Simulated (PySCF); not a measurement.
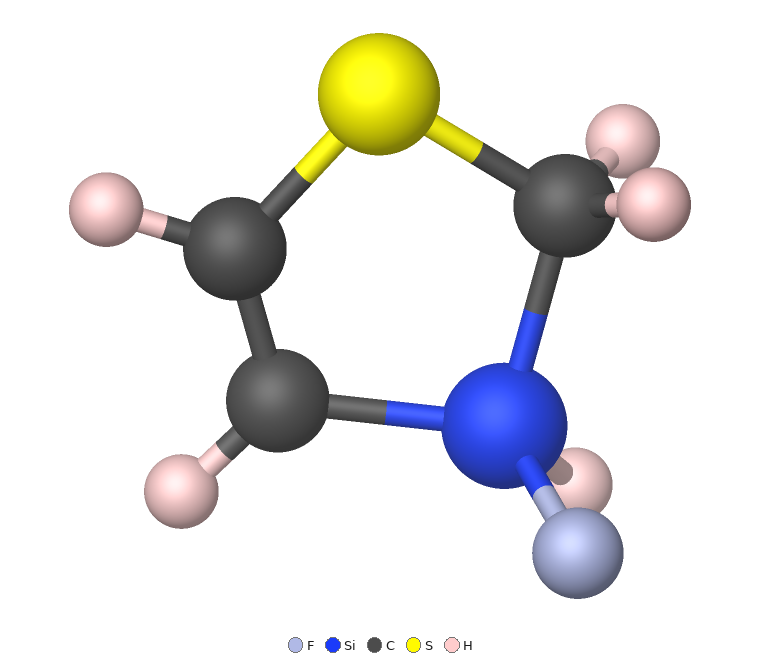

The picture shows a molecular structure as a ball-and-stick model.

Computed geometry: PBE0-D3(BJ)/def2-SVP optimisation. No frequency run is at hand to confirm it as a minimum.

Describe the molecule.

The molecule is C₃H₅FSSi. As SMILES it reads `F[Si@H]1C=CSC1`. Independent rings (smallest set): 1 of 5 members. Among its groups: alkene, thioether, Si–H bond. This geometry has C1 symmetry. Coordination: 1 Si tetrahedral; 2 C trigonal planar; 1 S bent; 1 C tetrahedral.

The parts below concern this one geometry. Atoms keep their numbers from picture to picture.

Charges

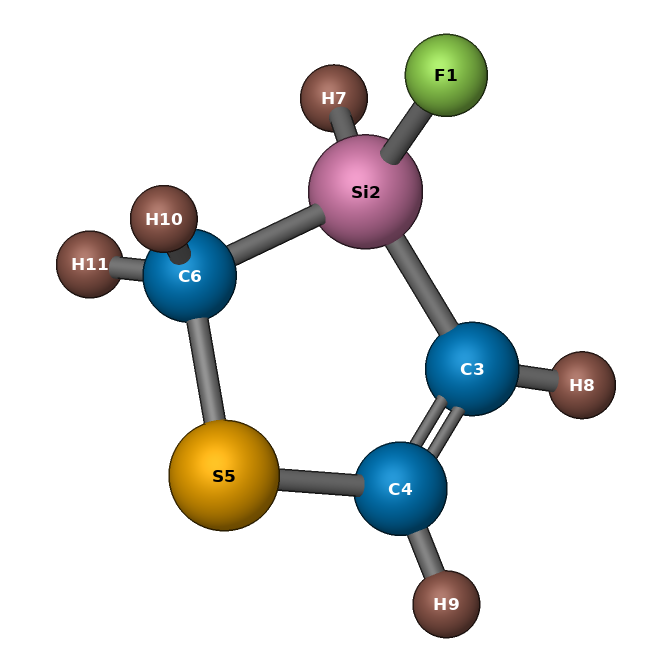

The questions are on ESP-fitted charges. No frequency run is at hand to confirm it as a minimum. Level of theory: PBE0/STO-3G, gas phase (PySCF 2.14.0).

Give the ESP-fitted charges atom by atom.

```csv
atom,value (e)
F1,−0.22
Si2,0.67
C3,−0.32
C4,−0.05
S5,−0.05
C6,−0.19
H7,−0.14
H8,0.09
H9,0.09
H10,0.07
H11,0.06
```

NMR shielding

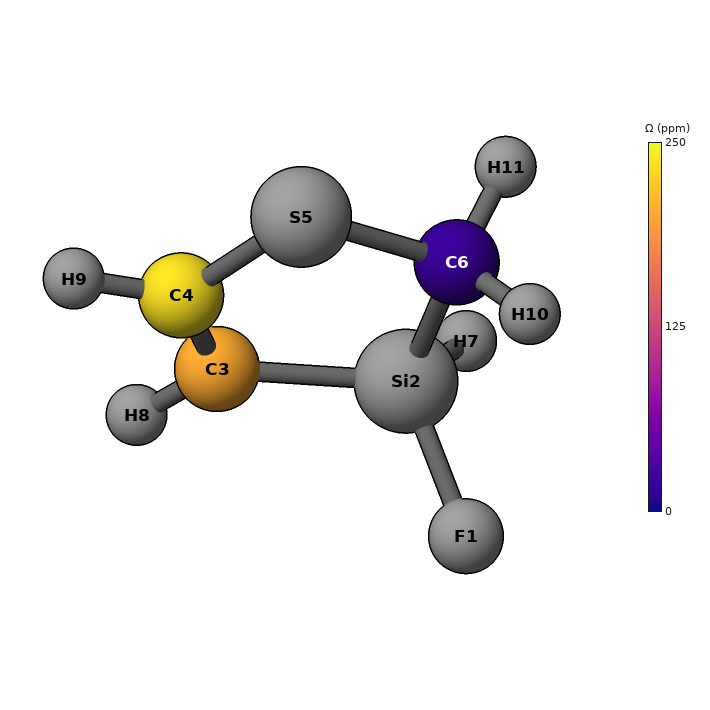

The C atoms are coloured by the span of their shielding tensor. No frequency run is at hand to confirm it as a minimum. Method: GIAO PBE0/cc-pVTZ NMR shielding, non-relativistic, gas phase (PySCF 2.14.0). Principal shieldings σ11 ≤ σ22 ≤ σ33, span Ω = σ33 − σ11, skew κ = 3(σiso − σ22)/Ω.

**Which C atom has the most anisotropic shielding?**

C4, with a span of 236 ppm.

Give the shielding tensors of the C atoms.

```tsv
atom	σ11	σ22	σ33	σiso	Ω	κ
C3	−28.4	67.7	174.0	71.1	202.4	0.05
C4	−98.9	17.7	137.1	18.6	236.0	0.01
C6	161.6	169.7	184.0	171.8	22.4	0.27
```

Shieldings and span in ppm.

Polarisability

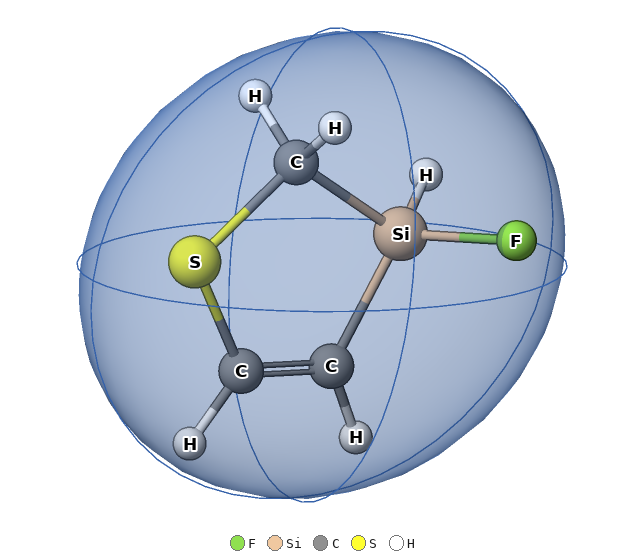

The ellipsoid shows the static dipole polarisability: its half-axes are proportional to the principal values. No frequency run is at hand to confirm it as a minimum. Computed with PBE0/def2-SVP (PySCF 2.14.0).

**How large and how anisotropic is the polarisability?**

Principal values 42.9, 69.3, 80.7 bohr³; mean 64.3 bohr³ (9.53 Å³); anisotropy 33.5 bohr³, so the longest axis is 1.88 times the shortest.
